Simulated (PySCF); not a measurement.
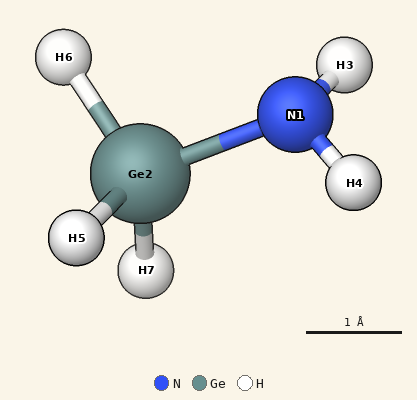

**Figure 1.** The input geometry (ball-and-stick view, seen at a tilt; atoms are numbered from 1 in the order of the input). Sticks mark near contacts.

**Excited-state calculation, with input and output: GeNH$_{5}$**

- system: GeNH$_{5}$
- method: TDDFT BHandHLYP/def2-SVPD, vertical, gas phase, core orbitals frozen in the response (PySCF 2.14.0)

The geometry comes from this level: PBE0-D3(BJ)/def2-SVP.

### Input file
```
{"job": {"kind": "uv", "xc": "BHandHLYP", "basis": "def2-SVPD", "ip": true}, "charge": 0, "multiplicity": 1}
N      0.932905    -0.168766     0.278823
Ge    -0.879281     0.018389     0.039357
H      1.496292     0.433560    -0.315665
H      1.273760    -1.121147     0.178125
H     -1.566253    -0.890404     1.073139
H     -1.214559     1.496162     0.305289
H     -1.398608    -0.359955    -1.371686
```

The first line tells a small driver script what to run in PySCF; the rest is the geometry in Å.

Launched with:
```bash
OMP_NUM_THREADS=1 python <driver script> task.json out
```

### What the program printed
```
coarse grid: 24896 points
cycle   1  E = -2134.3722563114  dE = -7.286e-01  |g| = 4.120e-01  |ddm| = 2.688e+00
cycle   2  E = -2134.3700467115  dE =  2.210e-03  |g| = 4.303e-01  |ddm| = 1.143e+00
cycle   3  E = -2134.4026590215  dE = -3.261e-02  |g| = 3.590e-02  |ddm| = 5.359e-01
cycle   4  E = -2134.4029203503  dE = -2.613e-04  |g| = 1.688e-02  |ddm| = 7.597e-02
cycle   5  E = -2134.4029643077  dE = -4.396e-05  |g| = 2.023e-03  |ddm| = 1.577e-02
cycle   6  E = -2134.4029652423  dE = -9.346e-07  |g| = 2.363e-04  |ddm| = 7.003e-03
final grid: 50896 points
cycle   7  E = -2134.4029359748  dE = -2.755e-08  |g| = 1.256e-04  |ddm| = 1.111e-03
cycle   8  E = -2134.4029359770  dE = -2.213e-09  |g| = 1.173e-04  |ddm| = 6.616e-04
cycle   9  E = -2134.4029359798  dE = -2.829e-09  |g| = 1.893e-05  |ddm| = 1.412e-04
cycle  10  E = -2134.4029359800  dE = -1.301e-10  |g| = 6.136e-06  |ddm| = 5.581e-05
```

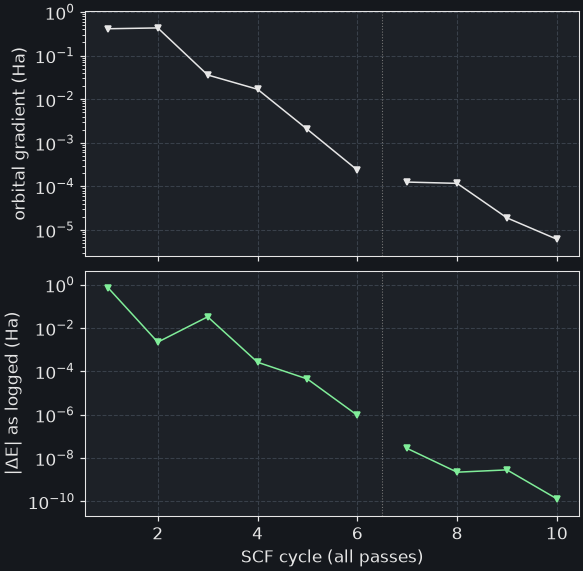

**Figure 2.** Convergence of the self-consistent field: orbital gradient and size of the energy change against the SCF cycle. The dotted line marks the change from a coarse to the final integration grid. The first 6 cycles use a coarse grid, the final grid takes over at cycle 7, and the field converges after 10 cycles in all.

```
converged SCF energy = -2134.4029359800

Static polarisability (au): isotropic 40.848, principal 39.212 39.481 43.852

Singlet excitations
state   eV       nm        f      main configurations
  1   6.5018    190.7   0.02271   H->L 0.83, H->L+1 0.14
  2   7.5317    164.6   0.05544   H->L+1 0.80, H->L 0.14
  3   8.0602    153.8   0.00131   H->L+2 0.94
  4   8.4617    146.5   0.02793   H->L+4 0.60, H->L+3 0.18, H-2->L 0.13
  5   8.5624    144.8   0.05105   H->L+3 0.79, H->L+4 0.14
  6   8.7869    141.1   0.04070   H-1->L 0.77, H-1->L+1 0.09
  7   8.7986    140.9   0.02560   H->L+5 0.76
  8   9.1099    136.1   0.04520   H-2->L 0.70, H->L+4 0.17
  9   9.3001    133.3   0.15004   H-1->L+1 0.86, H-1->L 0.12
 10   9.5790    129.4   0.14083   H-2->L+1 0.80, H-2->L 0.10

Triplet excitations (Tamm-Dancoff, eV): 6.0484 7.0863 7.7593 7.9759
Vertical ionisation energy (delta-SCF) = 9.6449 eV
```

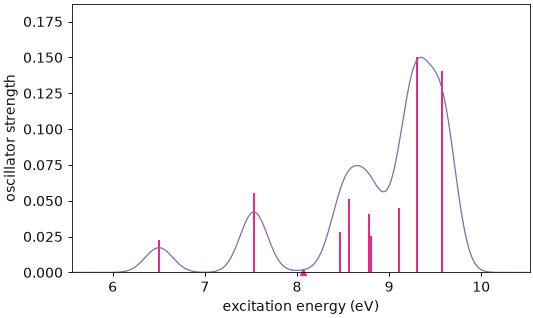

**Figure 3.** Computed excitations as sticks (degenerate states added up, dark ones marked on the axis), with a Gaussian envelope of 0.35 eV full width at half maximum, scaled to the tallest. Of the 10 states the lowest lies at 6.50 eV (f = 0.023); the strongest line is at 9.30 eV, or 133 nm (f = 0.150).

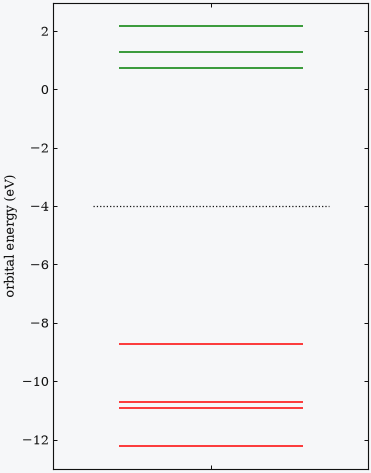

**Figure 4.** Orbital energies near the frontier; the dotted line parts filled from empty levels, and levels within 0.02 eV of each other stand side by side. Highest filled −8.71 eV, lowest empty 0.72 eV, 9.43 eV apart.

### Results in brief

```tsv
quantity	value
outcome	converged
total energy	−2134.402936 hartree
HOMO	−8.71 eV
LUMO	0.72 eV
dipole moment	1.13 D
mean polarisability	40.85 a.u.
vertical ionisation energy	9.64 eV
lowest singlet excitation	6.50 eV
hardware	1 CPU thread, shared host
wall time	16 s
peak memory	0.44 GiB
```

### Notes

Spin–orbit coupling is left out, which matters for the heavy atoms.
